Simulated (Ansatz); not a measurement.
# GeH3F (fluorogermane): levels of theory compared

Wanted: a comparison of 6 runs (UHF/STO-3G, UPBE0/STO-3G, wB97M-V/STO-3G, wB97X/STO-3G, CCSDTQ/STO-3G, UCCSD(T)/STO-3G) of GeH3F (fluorogermane). 

Program for the calculation: Ansatz 0.2.0.

59 further runs of the same task are left out: 11 that didn't finish, 48 set aside as unsound or not needed.

### Step 1. The system as given

GeH3F has 5 atoms, charge 0, and is taken as a singlet. As SMILES, `[F][GeH3]`. The H3–Ge2 distance was set to 3.833 Å, away from the relaxed value. At this shape a bond of the SMILES string is far longer than usual.

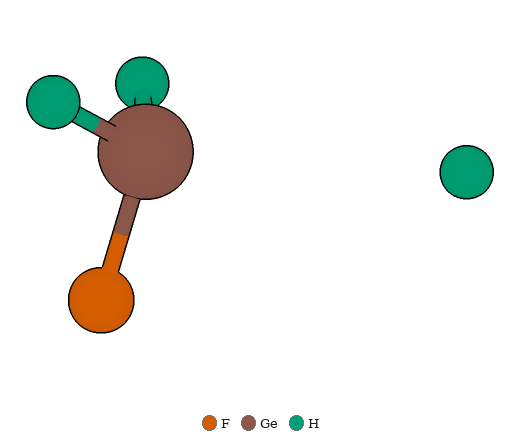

The structure, seen from a chosen angle (fluorine orange, germanium brown, hydrogen teal).

### Step 2. A single-point energy at UHF/STO-3G (run 1)

molecule.yaml reads:

```yaml
crystal:
  periodic: [false, false, false]
  atoms:
    - {symbol: F, position_ang: [-2.940659, 1.179885, 0.065124]}
    - {symbol: Ge, position_ang: [-1.825959, 0.663985, -1.169876]}
    - {symbol: H, position_ang: [1.331000, -0.512000, 0.658600]}
    - {symbol: H, position_ang: [-2.521959, -0.472415, -1.928276]}
    - {symbol: H, position_ang: [-1.569059, 1.889185, -2.055176]}
basis:
  gaussian:
    orbitals: STO-3G
magnetization:
  spin_polarized: true
hamiltonian:
  xc: hf
accuracy: high
```

Run with:

```bash
$ ansatz run molecule.yaml --threads 1 --pin off --max-ram 2610MiB --events-out events.jsonl --progress --plain --runs-dir runs
```

Output:

```text
Warning: RAYON_NUM_THREADS=1 ignored (pool sized by the plan → 1); use --threads N
Functional definition: HF
  name "HF"
  exchange = exact_x
  correlation = 0
373 factors; integrals over basis functions are off by at most 4.3e-9 eV
mean field evaluation 1: about -58529.5435 eV, gradient 1.4e1 eV
mean field evaluation 2: about -58529.5734 eV, gradient 1.4e1 eV
mean field evaluation 4: about -58532.2311 eV, gradient 7.6e0 eV
mean field evaluation 8: about -58536.2849 eV, gradient 2.3e0 eV
mean field evaluation 16: about -58536.3787 eV, gradient 4.7e-3 eV
mean field evaluation 32: about -58541.8158 eV, gradient 1.5e0 eV
mean field evaluation 64: about -58536.1817 eV, gradient 4.1e0 eV
mean field evaluation 96: about -58533.1035 eV, gradient 7.7e0 eV
mean field evaluation 128: about -58536.3787 eV, gradient 4.4e-8 eV
mean field -58541.86236785 eV, -2151.3737609188 hartree, gradient 2.6e-8 eV, S^2 1.000810; 3 other end points of the search recorded, 0 dependent functions left out
reference -58541.86236785 eV, -2151.3737609188 hartree; 22, 22 occupied and 4, 4 virtual orbitals, 373 factors
Total energy: -58541.86236785 eV, -2151.3737609188 hartree
```

Run time: 0.5 s. Hardware: 1 thread of Arm Neoverse V1, shared host.

### Step 3. The energy at UPBE0/STO-3G (run 2)

in.yaml reads:

```yaml
basis:
  gaussian: {orbitals: STO-3G}
crystal:
  periodic: [false, false, false]
  atoms:
    - {symbol: F, position_ang: [-2.940659, 1.179885, 0.065124]}
    - {symbol: Ge, position_ang: [-1.825959, 0.663985, -1.169876]}
    - {symbol: H, position_ang: [1.331000, -0.512000, 0.658600]}
    - {symbol: H, position_ang: [-2.521959, -0.472415, -1.928276]}
    - {symbol: H, position_ang: [-1.569059, 1.889185, -2.055176]}
magnetization: {spin_polarized: true, initial_magnetization: 0}
hamiltonian: {xc: {name: PBE0}}
accuracy: high
```

Run with:

```bash
$ ansatz run in.yaml --threads 1 --pin off --max-ram 2610MiB --events-out events.jsonl --progress --plain --runs-dir runs
```

Output:

```text
Warning: RAYON_NUM_THREADS=1 ignored (pool sized by the plan → 1); use --threads N
Functional definition: PBE0
  name "PBE0"
  parameter a = 0.25
  parameter kappa = 0.804
  parameter beta = 0.06672455060314922
  exchange = (1 - a)*pbe_x(kappa = kappa, mu = beta*pi^2/3) + a*exact_x
  correlation = pbe_c(beta = beta)
373 factors; integrals over basis functions are off by at most 4.3e-9 eV
mean field evaluation 1: about -58523.6732 eV, gradient 7.2e1 eV
mean field evaluation 2: about -58547.7472 eV, gradient 4.8e1 eV
mean field evaluation 4: about -58566.4255 eV, gradient 8.9e0 eV
mean field evaluation 8: about -58566.5858 eV, gradient 6.8e0 eV
mean field evaluation 16: about -58577.1146 eV, gradient 1.1e-1 eV
mean field evaluation 32: about -58579.4102 eV, gradient 1.8e0 eV
mean field -58579.43492903 eV, -2152.7545270749 hartree, gradient 9.7e-8 eV, S^2 0.997856; 2 other end points of the search recorded, 0 dependent functions left out
reference -58579.43493057 eV, -2152.7545271312 hartree; 22, 22 occupied and 4, 4 virtual orbitals, 373 factors
Total energy: -58579.43493057 eV, -2152.7545271312 hartree
```

It took 4.8 s on 1 thread of Arm Neoverse V1, shared host; peak memory 0.13 GiB.

Runs 3 to 5 aren't shown in full; the table further down has their settings and results.

### Step 4. A single-point energy at UCCSD(T)/STO-3G (run 6)

input.yaml reads:

```yaml
crystal:
  periodic: [false, false, false]
  atoms:
    - symbol: F
      position_ang: [-2.940659, 1.179885, 0.065124]
    - symbol: Ge
      position_ang: [-1.825959, 0.663985, -1.169876]
    - symbol: H
      position_ang: [1.331000, -0.512000, 0.658600]
    - symbol: H
      position_ang: [-2.521959, -0.472415, -1.928276]
    - symbol: H
      position_ang: [-1.569059, 1.889185, -2.055176]
basis:
  gaussian:
    orbitals: STO-3G
magnetization:
  spin_polarized: true
  initial_magnetization: 0
correlation:
  method: ccsd_t
  frozen_orbitals: {F: 1, Ge: 9, H: 0}
accuracy: high
scf:
  omitted_lower_state_checks: [cluster_reference, increment]
```

Run with:

```bash
$ ansatz run input.yaml --threads 1 --pin off --max-ram 2610MiB --events-out events.jsonl --progress --plain --runs-dir runs
```

Output, shortened:

```text
Warning: RAYON_NUM_THREADS=1 ignored (pool sized by the plan → 1); use --threads N
[... 2 set-up lines as earlier in the session ...]
[...]
373 factors; integrals over basis functions are off by at most 4.3e-9 eV
[...]
mean field -58541.86236785 eV, -2151.3737609188 hartree, gradient 2.6e-8 eV, S^2 1.000810; 6 other end points of the search recorded, 0 dependent functions left out
10 core orbitals not correlated: weight in the atoms' cores, before any rotation towards them, 1.000 or more for the frozen orbitals, at most 0.000 for the correlated occupied ones
reference -58541.86236785 eV, -2151.3737609188 hartree; 12, 12 occupied and 4, 4 virtual orbitals, 373 factors
second order -1.30075906 eV of doubles, -0.00000000 eV of singles
cycle   1  -1.59241613 eV  change   -2.9e-1 eV  update   7.0e-2
[...]
cycle  32  -1.83149107 eV  change   3.0e-10 eV  update   1.6e-9
perturbative correction -0.07021344 eV, -0.0025802962 hartree
Total energy: -58543.76407235 eV, -2151.4436472705 hartree
Checks for a lower state left out: cluster_reference, increment
```

It took 0.85 s on 1 thread of Arm Neoverse V1, shared host.

### Step 5. The series

```
run            level  frozen core orbitals   energy (Eh)  wall time
  1       UHF/STO-3G                     –  -2151.373761      0.5 s
  2     UPBE0/STO-3G                     –  -2152.754527      4.8 s
  3   wB97M-V/STO-3G                     –  -2153.010269       20 s
  4     wB97X/STO-3G                     –  -2152.971255      6.6 s
  5    CCSDTQ/STO-3G                    10  -2151.444912       25 s
  6  UCCSD(T)/STO-3G                    10  -2151.443647     0.85 s
```

### Step 6. Results

| quantity | value |
| --- | --- |
| run 6: total energy | -2151.44365 Eh |
| run 6: correlation energy (10 core orbitals frozen) | -69.9 mEh |
| run 6: (T) correction | -2.58 mEh |
| run 6: ⟨S²⟩ of the reference determinant | 1.001 |
| run 6: T1 diagnostic | 0.014 |

**Reading.** Below the UHF energy at the same shape and in the same basis (STO-3G): CCSDTQ -71.2 mEh; UCCSD(T) -69.9 mEh. Some of these start from another determinant than that one, so these aren't their correlation energies. Totals of different functionals can't be ranked against each other. In run 5 the log says that unrestricted orbitals would lower the reference, so the values rest on an unstable closed-shell determinant (other closed-shell runs at this shape may share the fault). In runs 1, 2, 3, 4, 5, 6 the basis is minimal, so the values are rough. In runs 3, 4 a closed-shell determinant meets a far-stretched bond, which it describes badly. Spin contamination of the reference: run 1 ⟨S²⟩ = 1.00, run 6 ⟨S²⟩ = 1.00, run 2 ⟨S²⟩ = 1.00. Where it is this large, the reference is a mixture of spin states, and values that rest on it are in doubt. All runs together took 57 s, the longest 25 s.
